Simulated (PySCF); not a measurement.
# C7H13P: what the fields show

Input

```
{"job": {"kind": "nmr", "xc": "PBE0", "basis": "pcSseg-1"}, "charge": 0, "multiplicity": 1}
C      1.781275     0.365322     0.549520
C      1.467902    -1.033525     0.028185
C      0.022912    -1.011402    -0.473887
C     -1.014262    -1.127141     0.654075
C     -2.150937    -0.154770     0.360056
C     -1.491524     1.157287    -0.047879
P     -0.214287     0.661742    -1.319967
C      1.346828     1.335657    -0.544154
H      1.217682     0.552482     1.465361
H      2.842153     0.478630     0.779628
H      1.602585    -1.793614     0.800123
H      2.140438    -1.265770    -0.800726
H     -0.137663    -1.807929    -1.207046
H     -1.381817    -2.150900     0.740946
H     -0.552861    -0.857099     1.605856
H     -2.751488    -0.533799    -0.470093
H     -2.805186    -0.025356     1.224319
H     -2.207394     1.855697    -0.484405
H     -1.013714     1.640006     0.807723
H      2.103260     1.379234    -1.332760
H      1.187177     2.352192    -0.180645
```

Launched as:

```sh
OMP_NUM_THREADS=1 python probes_run.py task.json out
```

Geometry: GFN2-xTB.

Method: PBE0/pcSseg-1, SCF density, gas phase, non-relativistic (PySCF).

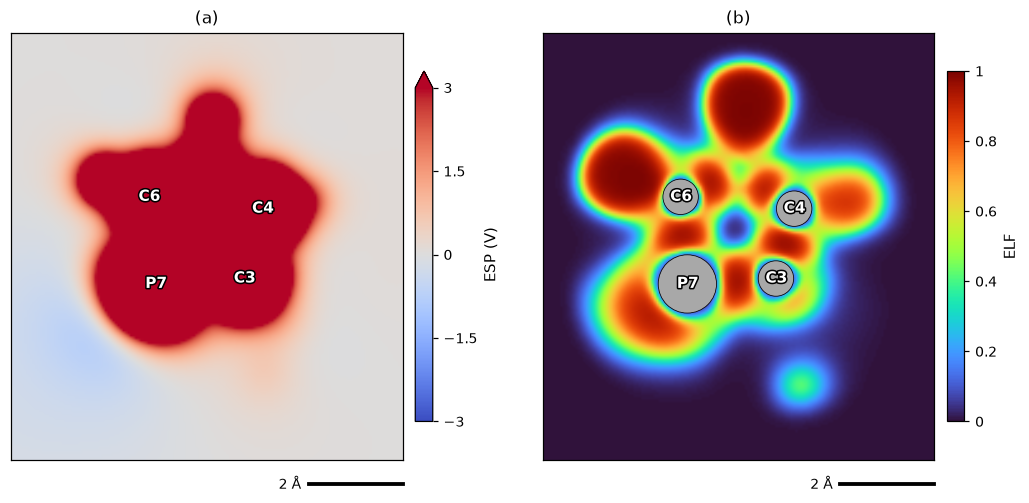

Figure 1. (a) molecular electrostatic potential; (b) electron localisation function on the plane of atoms C4, C3 and P7. Grey discs cover the atomic cores in the ELF map.

### Interpret the plot.

The plane passes through C and P nuclei.
C–C (1.54 Å): the ELF peaks at about 0.95 between the atoms, as expected for localised, covalent bonding.
C–P (1.89 Å): the ELF peaks at about 0.95 between the atoms (a shared electron pair).
The ELF also peaks beside P7, away from the bonds: lone-pair regions.
Outside the dense part of the molecule the potential is most negative (−0.7 V) near P7.

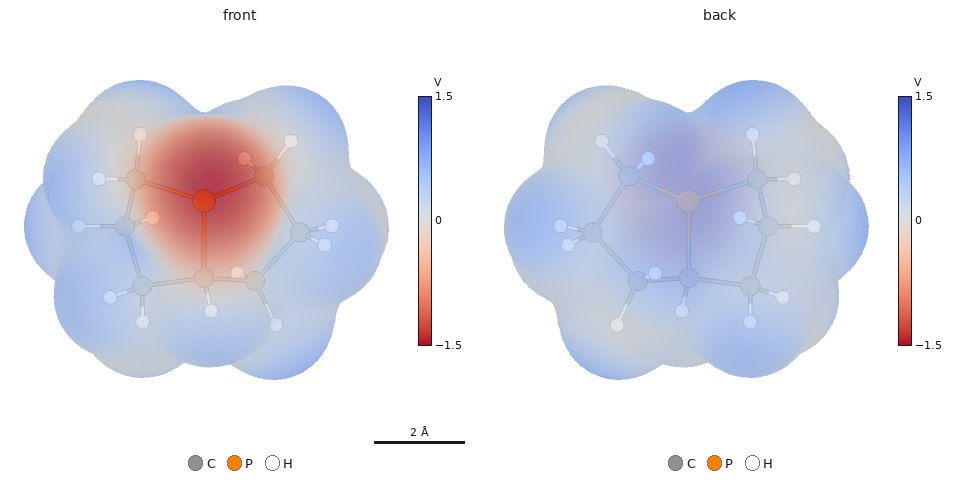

Figure 2. The molecular electrostatic potential painted on the density surface at 0.002 e/bohr³, seen from the front and from behind; the colour scale runs from red (negative) to blue (positive).

### Where is the surface potential most negative and most positive?

The most negative region (about −1.4 V) lies over P7, the most positive (about +0.7 V) over H9, H15, H19 and H21.
